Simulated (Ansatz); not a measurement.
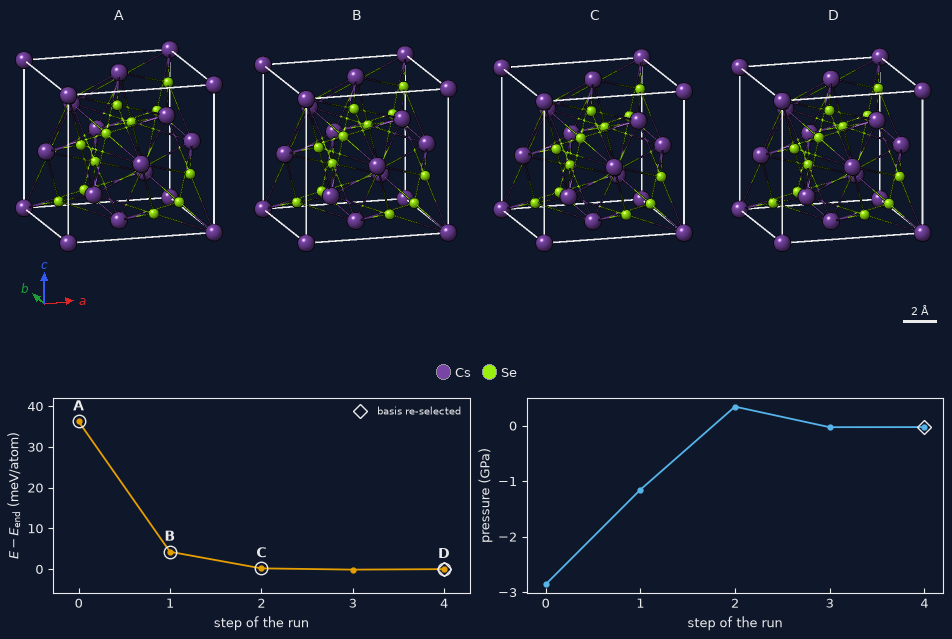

Frames of a relaxation of crystalline CsSe2 (built on the cubic Laves (C15)_227 type), marked on the history of the run. The picture is a ball-and-stick view of the conventional cell (4 times the calculation's cell), seen slightly off an axis. Lengths and directions refer to the drawn axes.

Case: cubic Laves (C15) type (Fd-3m, No. 227).

Theory: DFT PBE, scalar-relativistic, plane waves, PAW in Ansatz 0.2.0.

The input:
```yaml
crystal:
  lattice:
    - [0.0, 4.6192062232, 4.6192062232]
    - [4.6192062232, 0.0, 4.6192062232]
    - [4.6192062232, 4.6192062232, 0.0]
  atoms:
    - { symbol: Cs, position: [0.0, 0.0, 0.0] }
    - { symbol: Cs, position: [0.25, 0.25, 0.25] }
    - { symbol: Se, position: [0.625, 0.625, 0.625] }
    - { symbol: Se, position: [0.125, 0.625, 0.625] }
    - { symbol: Se, position: [0.625, 0.625, 0.125] }
    - { symbol: Se, position: [0.625, 0.125, 0.625] }
basis:
  ecutwfc: 420
kpoints:
  mp_grid: { grid: [8, 8, 8] }
hamiltonian:
  xc: pbe
scf:
  occupations: { method: gaussian, width: 0.1 }
output:
  forces: true
  stress: true
  eigenvalues: true
relax:
  adjacent_minimum: "off"
  f_tol: 0.01
  max_steps: 80
  cell: { stress_tol: 0.05 }
```

Command:
```bash
ansatz run input.yaml --threads 1 --pin off --max-ram 2560MiB --backend cpu --events-out ev --progress --plain --runs-dir out
```

**What happens along the run?**

After 3 accepted moves (4 points after the start) the energy has fallen by 36.3 meV per atom. All forces vanish by symmetry, so only the cell relaxes. Pressure: −2.86 GPa at the start and −0.02 GPa at the end. The SCF was repeated once at an unchanged geometry on a basis and grid sized afresh for the cell, which shifted the energy by 0.1 meV per atom at most. The atoms keep their places relative to the cell (all moves are under 0.005 Å). The drawn cell changes as follows: a = b = c 9.238 → 8.887 Å (−3.8 %); the volume changes by −11.0 %. Among the contacts that change: Cs1–Se3 3.830 → 3.684 Å. The space group stays Fd-3m (No. 227). From step 0 to 1: volume −7.5 %, energy −32.0 meV per atom. From step 1 to 2: volume −4.8 %, energy −4.1 meV per atom. From step 2 to 4: volume +1.1 %, energy −0.2 meV per atom.

| step | E − E(0), meV/atom | pressure, GPa | volume, Å³/atom | note |
| --- | --- | --- | --- | --- |
| 0 | 0.00 | -2.86 | 32.853 |  |
| 1 | -32.01 | -1.15 | 30.390 |  |
| 2 | -36.08 | 0.34 | 28.924 |  |
| 3 | -36.39 | -0.03 | 29.248 |  |
| 4 | -36.27 | -0.02 | 29.248 | same geometry, new basis |
